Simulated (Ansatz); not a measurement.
## Work function of Pt(100): what the settings cost and change: slab, setting 1 layer

Ansatz 0.2.0; plane-wave DFT, PBE, Ansatz PAW.

A work function rests on the faint tail of the density, so the SCF threshold is tight. The slab grows from one layer, at fixed mesh and 18 Å of vacuum; then the vacuum is varied on one slab.

File input.yaml:

```yaml
crystal:
  lattice:
    - [2.7718585823, 0.0, 0.0]
    - [0.0, 2.7718585823, 0.0]
    - [0.0, 0.0, 18.0]
  atoms:
    - { symbol: Pt, position: [0.5, 0.5, 0.5] }
kpoints:
  mp_grid: { grid: [15, 15, 1] }
hamiltonian:
  xc: pbe
scf:
  occupations: { method: fermi_dirac, width: 0.1 }
  convergence: { dr2_threshold: 1.0e-09 }
efield:
  axis: 3
  dipole_correction: true
  ramp_position: 0.97
  ramp_width: 0.06
output:
  write_potential: true
  write_density: true
  volumetric_format: npy
  elf: true
```

The run is started by

```
> ansatz run input.yaml --threads 2 --pin off --max-ram 3072MiB --backend cpu --events-out ev --progress --plain --runs-dir out
```

**Question.** What does this run give for the work function upper face and electron's electrostatic potential energy less the Fermi level against z?

In the vacuum the potential turns flat, and its height over the Fermi level, 6.36 eV, is the work function of the face beside that plateau.

This step gave:

```yaml
work_function_upper_face: 6.360 eV
```

Running mean over 1.96 Å of the planar mean; the ramp of the sawtooth is left out. Electron's electrostatic potential energy less the Fermi level against z:

| z (Å) | electron's electrostatic potential energy less the Fermi level (eV) |
| --- | --- |
| 3 | 6.36 |
| 4 | 6.36 |
| 5 | 6.36 |
| 6 | 6.33 |
| 7 | 5.68 |
| 8 | -2.38 |
| 9 | -10.2 |
| 10 | -2.38 |
| 11 | 5.68 |
| 12 | 6.33 |
| 13 | 6.36 |
| 14 | 6.36 |
| 15 | 6.36 |

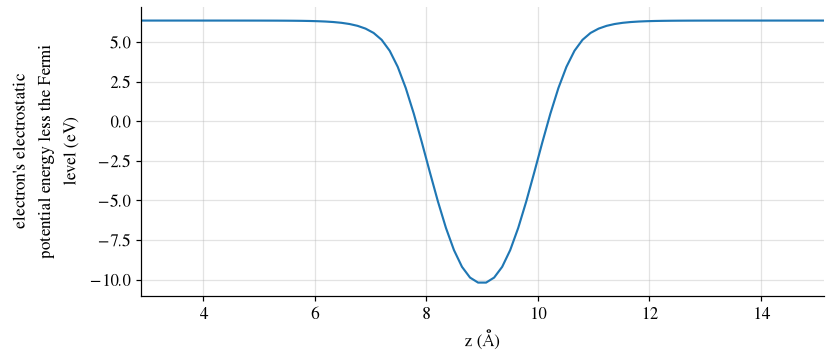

Electron's electrostatic potential energy less the Fermi level, plotted against z.

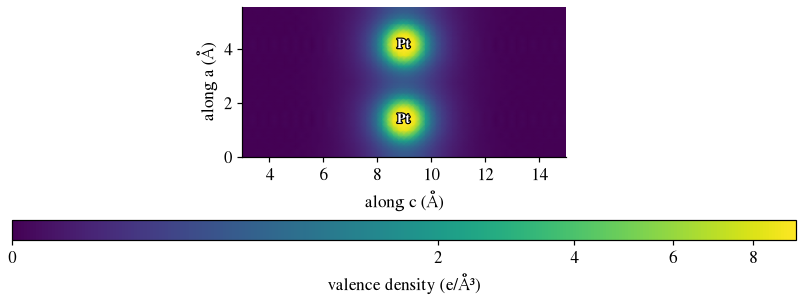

Valence density in the ca plane at fractional y = 0.500, with atoms of Pt within 0.2 Å of it. It is the smooth field of the valence electrons, not physical close to the nuclei. The colour scale is stretched toward low values. The far vacuum is left out of the map.

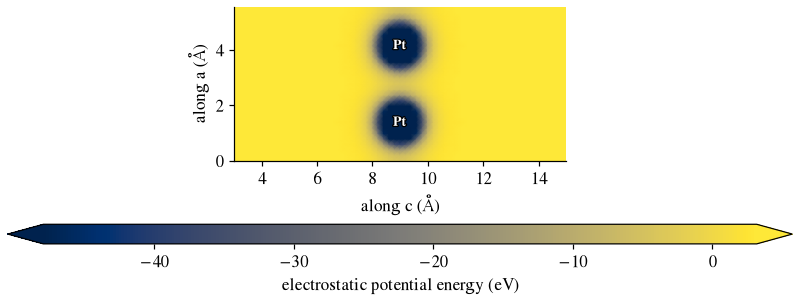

Electrostatic potential energy in the ca plane at fractional y = 0.500, with atoms of Pt within 0.2 Å of it. With pseudopotentials it is smooth inside the atoms' cores, unlike the true potential.

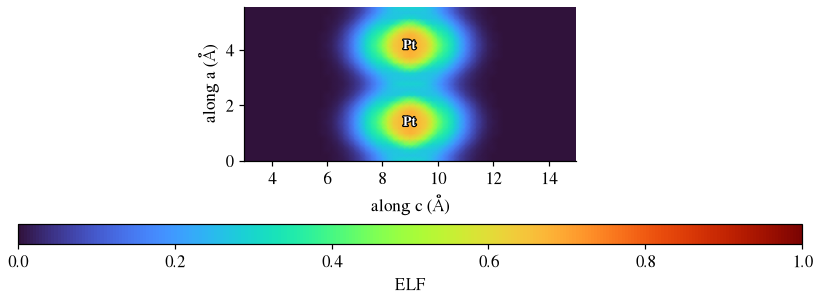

ELF in the ca plane at fractional y = 0.500, with atoms of Pt within 0.2 Å of it.

[Logs are printed without paths, hosts, clocks, repeated set-up lines and the standing remarks that a program may print on its own settings, such as how far it seeks lower states.]

[Hosts, paths, dates, database ids (printed as entryN), source tags and the programs' standing remarks are cut or masked in the printed files.]

[Maps of the electrostatic potential energy from Ansatz leave out the sawtooth potential of an applied field or a dipole correction, so their vacuum need not be flat; planar profiles and work functions include it.]
